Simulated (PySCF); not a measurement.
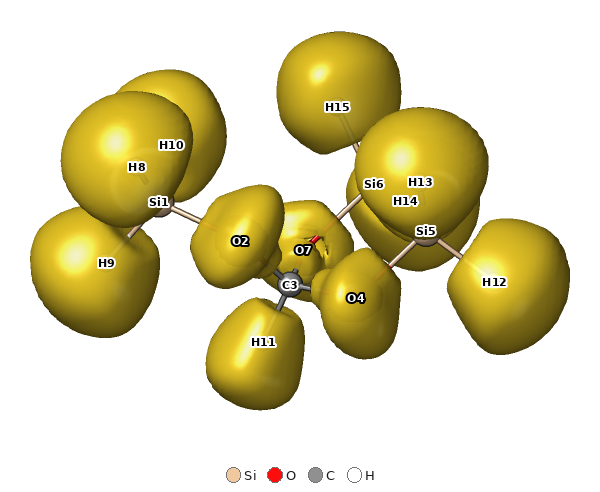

CH$_{8}$O$_{3}$Si$_{3}$ (SMILES [SiH3]OC1O[SiH2][SiH2]O1). Isosurface of the ELF at 0.75 (yellow), seen at an oblique angle. Only the valence region is drawn (cores and ρ < 0.01 e/Å³ removed).

Geometry: GFN2-xTB.

These are results of CAM-B3LYP/def2-SVPD, SCF density, gas phase (PySCF), not measurements.

```xyz
15

Si    2.4306   -0.2560   -0.2901
O     0.9696   -0.9128    0.0135
C     0.0537   -0.4595    0.9235
O    -1.1074   -1.1538    0.7727
Si   -2.1940   -0.6382   -0.3680
Si   -1.2133    1.4522   -0.3108
O    -0.1234    0.8962    0.8088
H     2.8694   -1.2169   -1.2897
H     3.2435   -0.2426    0.9287
H     2.3212    1.1092   -0.8058
H     0.4279   -0.6513    1.9466
H    -3.4434   -0.9629    0.3131
H    -2.0110   -1.4394   -1.5840
H    -1.7672    2.5929    0.4128
H    -0.4604    1.8908   -1.4932
```

Q: What do the ELF domains correspond to?

A: At this value the surface marks out one region between bonded Si–Si atoms (shared pairs), eight regions around hydrogen nuclei and three regions on O in which the atom's valence shell and bonds are merged. Along the contacts the grid gives the following. C–O (1.36 Å): the ELF peaks at about 0.90 between the atoms (a polar covalent bond). Si–O (1.63 Å): the ELF peaks at about 0.90 between the atoms, as expected for a shared but strongly polarised pair.
